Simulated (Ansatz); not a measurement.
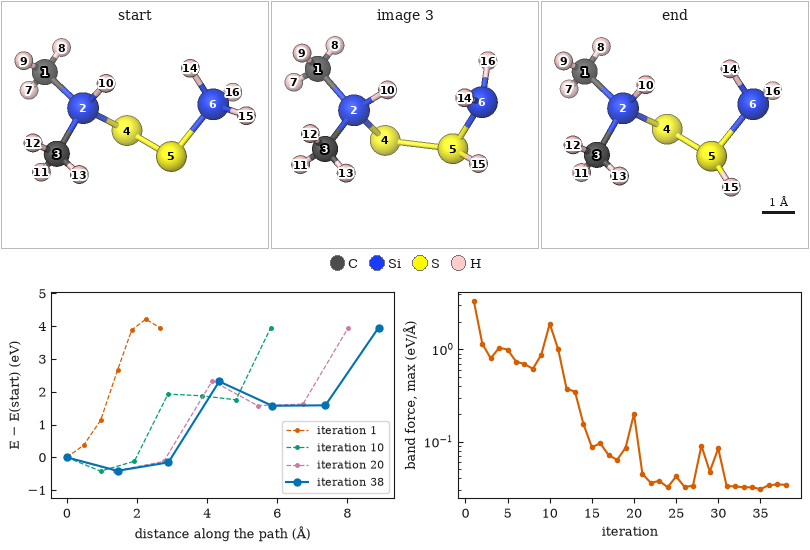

A nudged-elastic-band calculation for C₂H₁₀S₂Si₂. Images are numbered from 0 (start) to 6 (end). The plot follows the band through its iterations. The picture is a ball-and-stick view, seen at a tilt.

These are results of RKS B3LYP-D4/6-31G* (Ansatz), not measurements. Run with 5 movable images; climbing image; force threshold 0.03 eV/Å; iteration limit 38; starting path through a guess of the saddle point; end points as typed, not relaxed.

How did the profile develop, and is the result final?

The result isn't final. The band hadn't converged when the run stopped after 38 iterations. The largest component of the band force went from 3.3 to 0.034 eV/Å. The end points weren't relaxed, so energies relative to them aren't barriers between minima. The first iteration put the highest image at 4.22 eV. Relative to the start the highest point is image 6 at +3.95 eV and the end lies at +3.95 eV, but the profile dips to −0.41 eV at image 1 on the way, so there may be an intermediate minimum, or an end is no minimum.
